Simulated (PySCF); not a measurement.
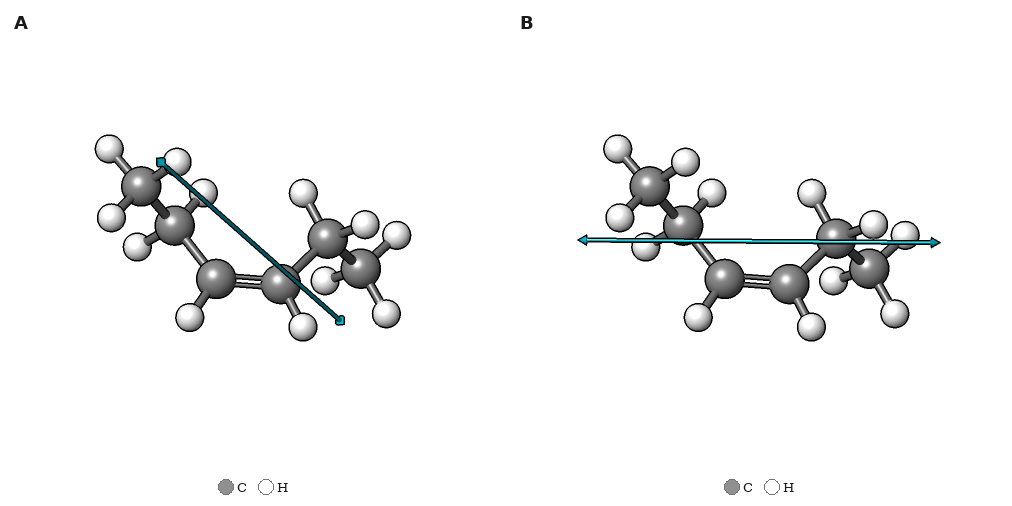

The double arrows show the directions of two transition dipoles from the ground state (lengths mean nothing). The geometry was computed by an optimisation with PBE0-D3(BJ)/def2-SVP. No frequency run is at hand to confirm it as a minimum. Level of theory: TDDFT PBE0/6-31+G*, vertical, gas phase, core orbitals frozen in the response (PySCF 2.14.0).

One belongs to singlet state 2 and one to singlet state 9. Which is which?

A: state 9, 7.83 eV (158 nm), oscillator strength 0.032, mainly HOMO → LUMO+7 (weight 0.81).
B: state 2, 6.59 eV (188 nm), oscillator strength 0.085, of mixed character, with the largest part HOMO → LUMO+1 (weight 0.41).
